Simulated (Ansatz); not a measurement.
Complex (SMILES): Cl (HCl) with Cl (HCl), atoms 1 to 2 the first; geometry from B3LYP-D3(BJ)/def2-TZVP, monomers rigid:
```xyz
4

Cl     0.8867    -0.0511     0.1397
H     -0.2309     0.0366     0.7652
Cl    -0.6491    -3.0596    -1.4835
H      0.0587    -2.0731    -1.0529
```

Basis-set convergence of the counterpoise-corrected interaction energy at HF with Ansatz (a quantum-chemistry and plane-wave program). Cartesian d functions, on some or all atoms, in 6-31G**, 6-311G**, 6-311+G**; all else is spherical. No added dispersion term, no relativity. Functions are those of the species that has most. Reference: the value in aug-cc-pV(5+d)Z, -0.13 kcal/mol. Deviations are taken from unrounded values.

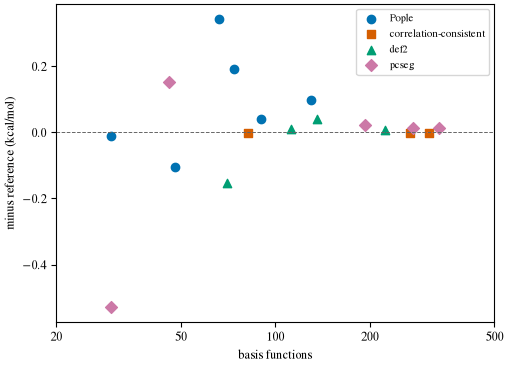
Fig. 1. Deviation from the reference against the number of basis functions, by family of sets.

| basis | functions | counterpoise-corrected interaction energy (kcal/mol) | minus reference (kcal/mol) |
|---|---|---|---|
| 3-21G | 30 | -0.14 | -0.01 |
| pcseg-0 | 30 | -0.66 | -0.53 |
| pcseg-1 | 46 | 0.02 | 0.15 |
| 6-31G** | 48 | -0.23 | -0.10 |
| 6-311G** | 66 | 0.21 | 0.34 |
| def2-SVPD | 70 | -0.28 | -0.15 |
| 6-311+G** | 74 | 0.06 | 0.19 |
| aug-cc-pV(D+d)Z | 82 | -0.13 | 0.00 |
| 6-311++G(2d,2p) | 90 | -0.09 | 0.04 |
| def2-TZVPP | 112 | -0.12 | 0.01 |
| 6-311++G(3df,3pd) | 130 | -0.03 | 0.10 |
| def2-TZVPPD | 136 | -0.09 | 0.04 |
| pcseg-3 | 194 | -0.11 | 0.02 |
| def2-QZVPPD | 224 | -0.12 | 0.01 |
| aug-cc-pV(Q+d)Z | 270 | -0.13 | 0.00 |
| aug-pcseg-3 | 276 | -0.12 | 0.01 |
| cc-pV(5+d)Z | 310 | -0.13 | 0.00 |
| pcseg-4 | 332 | -0.12 | 0.01 |
